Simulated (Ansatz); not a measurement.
# Ligand exchange: C2H5F + LiSH → C2H6S + LiF

Species: C2H5F `CCF`, singlet; LiSH `[Li][SH]`, singlet; C2H6S (ethanethiol) `CCS`, singlet; LiF, singlet. The partners trade F for SH: C–F and Li–SH bonds give way to C–SH and Li–F.

Shapes, held fixed at every level: PBE0-D4/def2-TZVP. Flexible molecules stand in one conformer, not always the lowest. Programs: Ansatz 0.2.0. The zero-point and thermal change to 298 K, harmonic and unscaled (PBE0-D4/def2-TZVP), is +1.4 kJ/mol.

| level | kind | ΔH(298 K) (kJ/mol) | less CCSD(T)/def2-TZVPP |
| --- | --- | --- | --- |
| PBE-D4/def2-TZVPP | GGA | -75.1 | -6.5 |
| r2SCAN-D4/def2-TZVPP | meta-GGA | -65.3 | +3.3 |
| B3LYP-D4/def2-TZVPP | global hybrid | -73.9 | -5.3 |
| wB97X-V/def2-TZVPP | range-separated hybrid | -68.2 | +0.4 |
| CCSD/def2-SVP | coupled cluster or CI | -69.0 | -0.4 |
| CCSD/def2-TZVPP | coupled cluster or CI | -66.0 | +2.6 |
| CCSD(T)/def2-TZVPP | coupled cluster or CI | -68.6 | 0.0 |

The highest level, CCSD(T)/def2-TZVPP, gives ΔH(298 K) = -68.6 kJ/mol; the levels span -75.1 to -65.3. The column of differences is taken from that level and isn't an error. No measured value is set beside it here. Correlated rows may include outer-core shells of Li, which these sets cover unevenly.

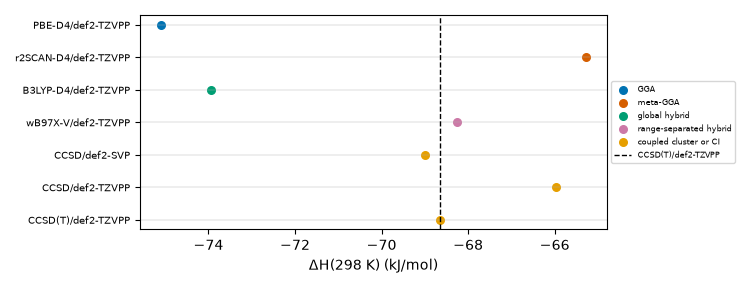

The values of the table, level by level.
